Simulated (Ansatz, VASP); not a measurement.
# Cross-check of Ir (Iridium) between VASP and Ansatz

One calculation is typed for both programs; each brings its own data sets and cutoff. How far apart do they land? The cell is a member of a volume series, scaled by 1.015 from a relaxed one, so a pressure remains.

Program: Ansatz 0.2.0. Level of theory: plane waves, with VASP 6.6.1 beside it; single point at BLYP. Results are calculated unless marked as measured.

## Step 1: The structure

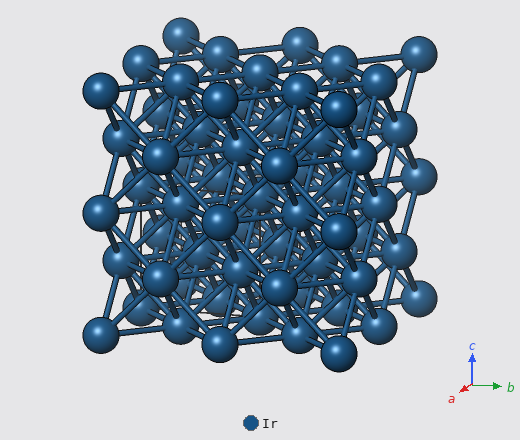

The cell as given, slightly off an axis (iridium blue). 2×2×2 cells are drawn. This picture shows the conventional cell, with its axes. Some periodic images of atoms are drawn too.

## Step 2: Ansatz: single point, BLYP

Ansatz runs on its default PAW (the set named soft_2) files.

A single point gives forces, pressure and levels at one fixed geometry, so differences don't come from the geometry; what else differs is listed under the comparison.

The input, input.yaml:

```yaml
crystal:
  lattice:
    - [0.0, 1.98257518, 1.98257518]
    - [1.98257518, 0.0, 1.98257518]
    - [1.98257518, 1.98257518, 0.0]
  atoms:
    - { symbol: Ir, position: [0.0, 0.0, 0.0] }
hamiltonian:
  xc: blyp
  pseudopotentials: { kind: paw }
kpoints:
  mp_grid: { grid: [20, 20, 20] }
scf:
  occupations: { method: methfessel_paxton, width: 0.15 }
  n_extra_bands: 4
output:
  forces: true
  stress: true
  eigenvalues: true
  write_density: true
  write_potential: true
  elf: true
  volumetric_format: npy
```

On the command line:

```bash
$ ansatz run input.yaml --threads 2 --pin off --max-ram 4608MiB --backend cpu --events-out ev --progress --plain --runs-dir out
```

Numbers of over 12 decimals in the logs are rounded to 6 here.

The program printed:

```text
scf.n_extra_bands = 4 over 9 filled bands (N_el = 17.0): the run solves 13 bands
Engine: ansatz 0.2.0, aarch64-unknown-linux-gnu
Pseudopotentials: kind: paw
Pseudopotential: Ir, paw, valence charge 17, recommended cutoff 420 eV (normal), Ir.paw.azcp
Functional definition: BLYP
  parameter beta = 0.0042
  parameter a = 0.04918
  parameter b = 0.132
  parameter c = 0.2533
  parameter d = 0.349
  exchange = b88_x(beta = beta)
  correlation = lyp_c(a = a, b = b, c = c, d = d)
Crystal: 1 atoms, lattice volume = 15.585 Å³
Basis set: ecut = 420 eV, 307 PW (Γ), exchange–correlation on 40×40×40 points (8 copies of the dense FFT grid, shifted against one another)
Bands: 13, of which v1, the nominal top of the filled ones, is band 9 counted from 1 (8 counted from 0)
Symmetry: 48 space group operations
Space group: Fm-3m (ITA 225), of the structure as read, at distance tolerance 2.5e-5 Å
k-points: 256 of 8000
Non-local potential: Ir, projectors of the file, l = 0: 3, l = 1: 2, l = 2: 2, l = 3: 1
PAW form: soft (Blöchl's): semilocal exchange-correlation on the pseudo side does not see the compensation charge
PAW frozen core: Ir, regenerated for the run's functional, and the local potential with it (the file was generated under x = pbe(κ = 0.804, μ = 0.219515), c = pbe(β = 0.066725))
PAW one-centre angular grid: Ir, 590 points (default); XC on 64 Gauss nodes
Initial density: superposition of atomic densities (neutral atoms: chi_scale 0, normalization atom), corrected by the library's trained network
Initial wavefunctions: pseudopotential atomic-orbital guess
Functional: x = b88, c = lyp
SCF iter   1: F=—  HF=-11960.721504 eV  |F-HF|=—  |Δ(HF+E_count)|=         —  Δρ=1.15e-2  dr2=2.01e-2  ethr=1.77e-3  ⟨swp⟩=5.0  Hψ=16395  notcnv=0
preconditioner: auto → none  [metal: Δε(μ)=0.008 eV  Ē_g=13.201 eV  σ=0.150 eV  W_gap=0.05  n_scr=8 (ndim 8)  ℏωp=28.2 eV  f_vac=0.000  D(μ)=0.76/eV (n_scr^D=8)  sad-step TF]
SCF iter   2: F=—  HF=-11960.718068 eV  |F-HF|=—  |Δ(HF+E_count)|=   3.44e-3  S|Δr|=    0.00e0  Δρ=5.82e-3  dr2=4.58e-3  ethr=1.18e-4  ⟨swp⟩=1.0  Hψ=5376  notcnv=0
SCF iter   3: F=—  HF=-11960.717587 eV  |F-HF|=—  |Δ(HF+E_count)|=   4.81e-4  S|Δr|=    0.00e0  Δρ=8.11e-4  dr2=5.62e-5  ethr=2.69e-5  ⟨swp⟩=2.2  Hψ=4228  notcnv=0
SCF iter   4: F=—  HF=-11960.717615 eV  |F-HF|=—  |Δ(HF+E_count)|=   2.84e-5  S|Δr|=    0.00e0  Δρ=7.05e-5  dr2=5.72e-7  ethr=3.30e-7  ⟨swp⟩=2.1  Hψ=4434  notcnv=0
SCF iter   5: F=-11960.717615 eV  HF=-11960.717615 eV  |F-HF|=8.44e-10  |Δ(HF+E_count)|=  3.13e-10  S|Δr|=    0.00e0  Δρ=3.92e-6  dr2=8.26e-10  ethr=5.88e-10  ⟨swp⟩=8.5  Hψ=20990  notcnv=0
SCF 1 converged in 5 iterations: F = -11960.717615 eV  dr2 = 8.26e-10
  greatest PAW one-centre occupation: 1.000 electrons in one spin orbital (limit 2), on the Ir atom at site 0 (counted from 0), in its partial waves of l = 0
SCF converged after 5 iterations
Stability not checked: this state was not tested for a lower state beside it, because cold or Methfessel-Paxton smearing, or corrected tetrahedra, fill the levels in a way that the test cannot read (fill_not_monotonic; see scf.lower_state_search)
Free energy (F): -11960.717615 eV
Harris-Foulkes:  -11960.717615 eV  (|F-HF|=8.44e-10)
Internal energy: -11960.719538 eV  (E = F + TS)
E sigma→0 (E₀):  -11960.718096 eV
Entropy (-TS):   0.001923 eV (1.923 meV/atom)
Fermi energy:    23.265032 eV
--- Per-component energies (eV) ---
  E_band       = -116.966468
  E_kinetic    = 621.076472
  E_local      = -1177.824408  (includes V_loc(G=0)·N_el)
  E_nonlocal   = 71.720429
  E_hartree    = 445.927728
  E_xc         = -263.025980
  E_vxc        = -293.296711  (∫ρ·V_xc dr)
  E_paw        = -9252.795831  (= ΣΔE_a)
  E_vpaw       = -230.497785  (= ΣTr[D̂ρ^β])
  E_aug_tail   = 0.000040  (compensation charges beyond the density's cutoff)
  E_ewald      = -2405.948139
  E_core_change = 0.150151  (= ΣΔE_core)
  E_smearing   = 0.001923  (= −TS)
  E_closure    = 0.000000  (closes the sum)
  Σ components = -11960.717615   (vs F -11960.717615, Δ=0.00e0)
--- Forces (eV/Å), atoms counted from 1 ---
  atom   1  Ir    -0.00000000     0.00000000    -0.00000000
  max |Σ_I F_I| component: 4.11e-33 eV/Å
--- Stress (GPa, compression-positive) ---
       -6.319576      -0.000000      -0.000000
        0.000000      -6.319576       0.000000
        0.000000       0.000000      -6.319576
  P = ⅓ Tr σ = -6.3196 GPa (-63.196 kbar)
--- Band table (eV; the first three rows and the last of 256) ---
  k-point 0: bands = [... 5 lower, 19.9731, 19.9731, 19.9731, 22.2542, 22.2542, 37.5162, 42.3590, 42.3590]
  k-point 1: bands = [... 5 lower, 19.9243, 20.0156, 20.0156, 22.2287, 22.2287, 37.6825, 41.8659, 42.5198]
  k-point 2: bands = [... 5 lower, 19.7949, 20.1301, 20.1301, 22.1695, 22.1695, 38.1479, 40.7653, 42.9911]
  k-point 255: bands = [... 5 lower, 19.1664, 19.1664, 21.7937, 24.5521, 30.6024, 31.8677, 31.8677, 35.8654]
```

The job ended after 3.2 s (2 threads of Arm Neoverse N1, shared host; peak memory 0.3 GiB).

In the SCF lines HF is the Harris–Foulkes energy and dr2 the Hartree energy of the density residual, in eV; the loop may stop once dr2 is under the threshold and the program's other checks hold. Hψ counts applications of the Hamiltonian.

The run ends at a pressure of -6.32 GPa.

## Step 3: VASP: single point, BLYP

The same cell, functional (in two slightly different forms), mesh and smearing now go to VASP, with its own data sets and cutoff.

Lines of VASP's logs that name or quote its potential files are left out, and so is its time.

The input asks for a relaxation, which ended at its first step since no free force or stress exceeded the threshold; so it serves as a single point.

The input, INCAR:

```
SYSTEM = Ir
PREC = Accurate
ENCUT = 450
EDIFF = 1E-06
NELM = 100
ISMEAR = 1
SIGMA = 0.15
LREAL = .FALSE.
ALGO = Normal
GGA = B5
ALDAX = 1
AGGAX = 1
AGGAC = 1
ALDAC = 0
NBANDS = 10
LASPH = .TRUE.
LORBIT = 11
LWAVE = .FALSE.
LCHARG = .FALSE.
KPAR = 8
IBRION = 2
NSW = 30
ISIF = 4
EDIFFG = -0.01
```

The input, POSCAR:

```
Ir
1.0
    0.0000000000      1.9825751812      1.9825751812
    1.9825751812      0.0000000000      1.9825751812
    1.9825751812      1.9825751812      0.0000000000
Ir
1
Direct
    0.0000000000      0.0000000000      0.0000000000
```

The input, KPOINTS:

```
Automatic mesh
0
Gamma
20 20 20
0 0 0
```

Potentials, in the order of the species: Ir (PBE family, release 64).

On the command line:

```bash
$ mpirun -np 8 vasp_std
```

The program printed:

```text
[banner, memory and clock lines left out]
running    8 mpi-ranks, on    1 nodes
 distrk:  each k-point on    1 cores,    8 groups
 distr:  one band on    1 cores,    1 groups

 POSCAR found type information on POSCAR Ir
 POSCAR found :  1 types and       1 ions
|                                                                             |
|           W    W    AA    RRRRR   N    N  II  N    N   GGGG   !!!           |
|           W    W   A  A   R    R  NN   N  II  NN   N  G    G  !!!           |
|           W    W  A    A  R    R  N N  N  II  N N  N  G       !!!           |
|           W WW W  AAAAAA  RRRRR   N  N N  II  N  N N  G  GGG   !            |
|           WW  WW  A    A  R   R   N   NN  II  N   NN  G    G                |
|           W    W  A    A  R    R  N    N  II  N    N   GGGG   !!!           |
|                                                                             |
|     For optimal performance we recommend to set                             |
|       NCORE = 2 up to number-of-cores-per-socket                            |
|     NCORE specifies how many cores store one orbital (NPAR=cpu/NCORE).      |
|     This setting can greatly improve the performance of VASP for DFT.       |
|     The default, NCORE=1 might be grossly inefficient on modern             |
|     multi-core architectures or massively parallel machines. Do your        |
|     Unfortunately you need to use the default for GW and RPA                |
|     calculations (for HF NCORE is supported but not extensively tested      |
|     yet).                                                                   |
|                                                                             |

|                                                                             |
|               ----> ADVICE to this user running VASP <----                  |
|                                                                             |
|     You enforced a specific xc type in the INCAR file but a different       |
|     [... a line on the potential file left out ...]
|     I HOPE YOU KNOW WHAT YOU ARE DOING!                                     |
|                                                                             |

 LDA part: xc-table for (Slater(with rela. corr.)+VWN5), standard interpolation
 POSCAR, INCAR and KPOINTS ok, starting setup
 FFT: planning ... GRIDC
 FFT: planning ... GRID_SOFT
 FFT: planning ... GRID
 WAVECAR not read
 entering main loop
       N       E                     dE             d eps       ncg     rms          rms(c)
DAV:   1     0.446368223890E+02    0.44637E+02   -0.39480E+03  5240   0.713E+02
DAV:   2    -0.712060868165E+01   -0.51757E+02   -0.48708E+02  5232   0.182E+02
DAV:   3    -0.798996732706E+01   -0.86936E+00   -0.86459E+00  5988   0.286E+01
DAV:   4    -0.799792268643E+01   -0.79554E-02   -0.79539E-02  5820   0.258E+00
DAV:   5    -0.799809039411E+01   -0.16771E-03   -0.16770E-03  5870   0.356E-01    0.118E+01
DAV:   6    -0.751307544486E+01    0.48501E+00   -0.10291E+00  5718   0.118E+01    0.421E+00
DAV:   7    -0.744956899940E+01    0.63506E-01   -0.22127E-01  6090   0.503E+00    0.124E+00
DAV:   8    -0.744832750581E+01    0.12415E-02   -0.16005E-03  5520   0.371E-01    0.105E+00
DAV:   9    -0.744495793115E+01    0.33696E-02   -0.22026E-03  5644   0.608E-01    0.236E-02
DAV:  10    -0.744496939791E+01   -0.11467E-04   -0.14915E-05  7126   0.367E-02    0.340E-02
DAV:  11    -0.744497476848E+01   -0.53706E-05   -0.48707E-06  5434   0.241E-02    0.157E-03
DAV:  12    -0.744497470365E+01    0.64831E-07   -0.44875E-08  2842   0.252E-03
   1 F= -.74449747E+01 E0= -.74456038E+01  d E =-.744497E+01
 curvature:   0.00 expect dE= 0.000E+00 dE for cont linesearch  0.000E+00
 trial: gam= 0.00000 g(F)=  0.213E-63 g(S)=  0.138E-32 ort = 0.000E+00 (trialstep = 0.100E+01)
 search vector abs. value=  0.100E-09
 reached required accuracy - stopping structural energy minimisation
```

Parts of OUTCAR (step 3):

```text
ion  position               nearest neighbor table
   1  0.000  0.000  0.000-

  LATTYP: Found a face centered cubic cell.
 ALAT       =     3.9651503624

 Subroutine GETGRP returns: Found 48 space group operations
 (whereof 48 operations were pure point group operations)

The static configuration has the point symmetry O_h .

 Found    256 irreducible k-points:

   k-points           NKPTS =    256   k-points in BZ     NKDIM =    256   number of bands    NBANDS=     10

   dimension x,y,z NGX =    20 NGY =   20 NGZ =   20
   dimension x,y,z NGXF=    40 NGYF=   40 NGZF=   40

   ENCUT  =  450.0 eV  33.07 Ry    5.75 a.u.   4.85  4.85  4.85*2*pi/ulx,y,z

   NELECT =       9.0000    total number of electrons

 k-points in reciprocal lattice and weights: Automatic mesh
   0.00000000  0.00000000  0.00000000       0.000
   0.05000000  0.00000000  0.00000000       0.001
   0.10000000  0.00000000  0.00000000       0.001
   0.15000000  0.00000000  0.00000000       0.001
   0.20000000  0.00000000  0.00000000       0.001
   0.25000000  0.00000000  0.00000000       0.001
   0.30000000  0.00000000  0.00000000       0.001
   0.35000000  0.00000000  0.00000000       0.001
   0.40000000  0.00000000  0.00000000       0.001
[...]
-0.30000000  0.50000000  0.20000000       0.002
  -0.25000000  0.50000000  0.25000000       0.001

 average (electrostatic) potential at core
       1 -49.7857

 E-fermi :   9.3185

 k-point     1 :       0.0000    0.0000    0.0000
  band No.  band energies     occupation
    ...
      2       6.0123      2.00000
      3       6.0123      2.00000
      4       6.0123      2.00000
      5       8.3024      2.00000
      6       8.3024      2.00000
      7      24.1830      0.00000
      8      29.0660      0.00000
      9      29.0660      0.00000
     10      29.0660      0.00000

 k-point     2 :       0.0500    0.0000    0.0000
  band No.  band energies     occupation
    ...
      2       5.9638      2.00000
      3       6.0550      2.00000
      4       6.0550      2.00000
      5       8.2772      2.00000
      6       8.2772      2.00000
      7      24.3480      0.00000
      8      28.5063      0.00000
      9      29.2233      0.00000
     10      29.2233      0.00000

 k-point     3 :       0.1000    0.0000    0.0000
  band No.  band energies     occupation
    ...
      2       5.8353      2.00000
      3       6.1704      2.00000
      4       6.1704      2.00000
      5       8.2184      2.00000
      6       8.2184      2.00000
      7      24.8079      0.00000
      8      27.3013      0.00000
      9      29.6822      0.00000
     10      29.6822      0.00000

  Total       -0.4067040     -0.4067040     -0.4067040      0.0000000      0.0000000      0.0000000
  in kB      -41.8090279    -41.8090279    -41.8090279      0.0000000      0.0000000      0.0000000
  external PRESSURE =     -41.8090279 kB  Pullay stress =       0.0000000 kB

  energy-cutoff  :      450.00
  volume of cell :       15.59
      direct lattice vectors                 reciprocal lattice vectors
     0.000000000  1.982575181  1.982575181    -0.252197246  0.252197246  0.252197246
     1.982575181  0.000000000  1.982575181     0.252197246 -0.252197246  0.252197246
     1.982575181  1.982575181  0.000000000     0.252197246  0.252197246 -0.252197246

 POSITION                                       TOTAL-FORCE (eV/Angst)
 -----------------------------------------------------------------------------------
      0.00000      0.00000      0.00000        -0.000000     -0.000000     -0.000000
 -----------------------------------------------------------------------------------
    total drift:                                0.000000      0.000000     -0.000000

  FREE ENERGIE OF THE ION-ELECTRON SYSTEM (eV)
  ---------------------------------------------------
  free  energy   TOTEN  =        -7.4449747037 eV

  energy  without entropy=       -7.4468621341  energy(sigma->0) =       -7.44560385

 reached required accuracy - stopping structural energy minimisation

 total charge
# of ion       s       p       d       tot
------------------------------------------
    1        0.623   0.592   6.944   8.160

[... 3 further parts left out ...]
```

## Step 4: Comparison

Known differences besides the PAW data sets themselves: the data sets hold 17 valence electrons in Ansatz (default PAW (the set named soft_2) files) and 9 in VASP; the cutoff is 420 eV in Ansatz and 450 eV in VASP; Ansatz makes its cores anew for this functional, VASP keeps those of its PBE data sets; VASP's log shows a relativistic correction to its local exchange, Ansatz's none. Total energies have different zeros and are not compared.

Compared:

| quantity | Ansatz | VASP | difference |
| --- | --- | --- | --- |
| pressure (GPa) | -6.32 | -4.18 | -2.14 |

Ansatz's pressure holds a Pulay correction of 0.06 GPa; VASP's holds none.

## Step 5: Looking for the cause

The difference is large enough to ask for its cause, so further runs change the set-up of one program at a time, as the table lists.

| run | difference in pressure (GPa) |
| --- | --- |
| as above | -2.1 |
| cores kept as stored, as VASP does | -2.1 |
| Ansatz's all-electron LAPW method | -2.1 |
| Ansatz's larger PAW set (cutoff 740 eV) | -2.0 |
| norm-conserving potentials (cutoff 925 eV) | -1.8 |

## Step 6: Results

```json
{
 "difference in pressure (single point, BLYP, volume scaled by 1.015)": "-2.1 GPa"
}
```

What this shows: The difference in pressure is -2.1 GPa (single point, BLYP), beyond the 1 GPa picked in this series as the mark of a large difference. For single point, BLYP: no further run halves the difference in pressure; only Ansatz's side was varied, and Ansatz's runs with other potentials lie closer to each other than to VASP, which for this quantity points to VASP's side; this was not tested here. The all-electron run, which needs no data set, lies 2.1 GPa from VASP and 0.0028 GPa from Ansatz's PAW result, so it sides with Ansatz. How closely two codes agree says nothing of how well the functional describes the real material.

[Lines on the potential files, build, host, timing and source positions are cut from VASP's logs without a mark.]

[Logs are printed without paths, hosts, clocks, repeated set-up lines and the standing remarks that a program may print on its own settings, such as how far it seeks lower states.]

[Hosts, paths, dates, database ids (printed as entryN), source tags and the programs' standing remarks are cut or masked in the printed files.]
